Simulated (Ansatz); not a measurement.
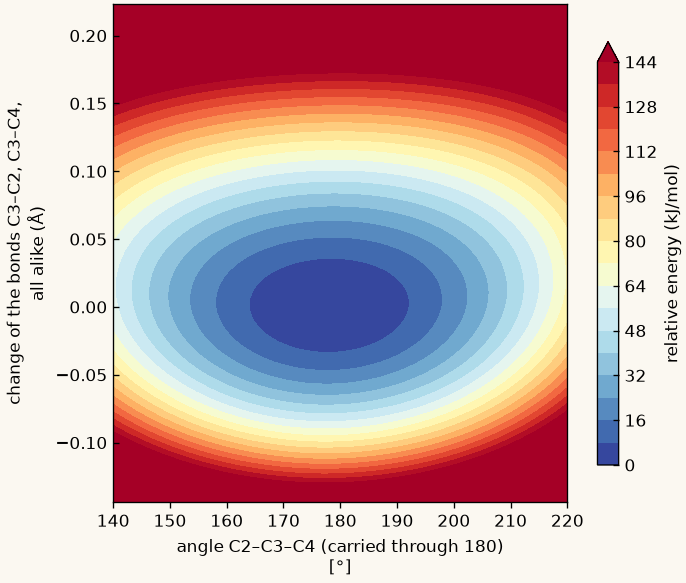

Energy landscape of C₄H₈Si, SMILES CC=C=C[SiH3]. 
- Coordinates scanned: (1) angle C2–C3–C4 (carried through 180); (2) change of the bonds C3–C2, C3–C4, all alike.
- Nothing is relaxed (all other coordinates rigid).
- The scan uses an 11 × 11 grid.
- Points are written as (first, second).
- All energies are given in kJ/mol relative to the relaxed molecule at the same level.
- Method: RKS PBE0-D4/def2-SVP (Ansatz 0.2.0).

The picture shows filled contours, one colour for all values above the top of the scale. Between grid points the surface is interpolated. 

Question: What does the map say about the system?

Answer: The lowest grid point is at (180°, 0.003 Å), 0.20 kJ/mol from the relaxed molecule at the same level. No other kind of well shows on this grid. The highest grid point, (220°, −0.144 Å), lies 305 kJ/mol above the lowest. Round the minimum the two coordinates are nearly uncoupled.

Grid values (kJ/mol):

| second ↓, first → | 140 | 148 | 156 | 164 | 172 | 180 | 188 | 196 | 204 | 212 | 220 |
| --- | --- | --- | --- | --- | --- | --- | --- | --- | --- | --- | --- |
| 0.223 | 243 | 235 | 229 | 224 | 222 | 221 | 221 | 223 | 228 | 234 | 244 |
| 0.186 | 191 | 181 | 173 | 168 | 165 | 164 | 164 | 168 | 173 | 182 | 194 |
| 0.149 | 145 | 133 | 123 | 117 | 113 | 112 | 113 | 117 | 125 | 135 | 150 |
| 0.113 | 107 | 93 | 82 | 74 | 70 | 69 | 71 | 76 | 85 | 97 | 115 |
| 0.076 | 78 | 61 | 48 | 40 | 35 | 33 | 36 | 42 | 53 | 68 | 88 |
| 0.039 | 61 | 41 | 27 | 16 | 11 | 9 | 13 | 20 | 33 | 50 | 74 |
| 0.003 | 58 | 36 | 19 | 8 | 2 | 0 | 4 | 13 | 27 | 48 | 75 |
| −0.034 | 73 | 48 | 30 | 17 | 10 | 8 | 13 | 23 | 40 | 63 | 94 |
| −0.071 | 111 | 83 | 62 | 48 | 40 | 39 | 44 | 56 | 75 | 101 | 136 |
| −0.108 | 176 | 145 | 122 | 106 | 97 | 96 | 102 | 116 | 137 | 167 | 205 |
| −0.144 | 271 | 237 | 211 | 194 | 184 | 183 | 190 | 206 | 229 | 262 | 305 |

The input of one point:

```yaml
crystal:
  periodic: [false, false, false]
  atoms:
    - { symbol: C, position_ang: [-2.079433, 0.886917, 0.8665] }
    - { symbol: C, position_ang: [-0.621575, 0.6986, 1.164395] }
    - { symbol: C, position_ang: [0.318969, 0.520539, 0.264482] }
    - { symbol: C, position_ang: [1.243783, 0.25745, -0.632043] }
    - { symbol: Si, position_ang: [1.64913, -1.493857, -1.151639] }
    - { symbol: H, position_ang: [-2.437229, 1.856155, 1.25064] }
    - { symbol: H, position_ang: [-2.277534, 0.85068, -0.213471] }
    - { symbol: H, position_ang: [-2.682908, 0.104313, 1.354668] }
    - { symbol: H, position_ang: [-0.312628, 0.71511, 2.218363] }
    - { symbol: H, position_ang: [1.792851, 1.095865, -1.084899] }
    - { symbol: H, position_ang: [1.43896, -1.668744, -2.623006] }
    - { symbol: H, position_ang: [0.77136, -2.444478, -0.408352] }
    - { symbol: H, position_ang: [3.082734, -1.8117, -0.863058] }
basis:
  gaussian: { orbitals: def2-SVP }
hamiltonian:
  xc: pbe0
  dispersion: d4
output:
  forces: true
```

The whole map (121 points run) took 11 min on 1 thread of Arm Neoverse V2, with other jobs on the host.
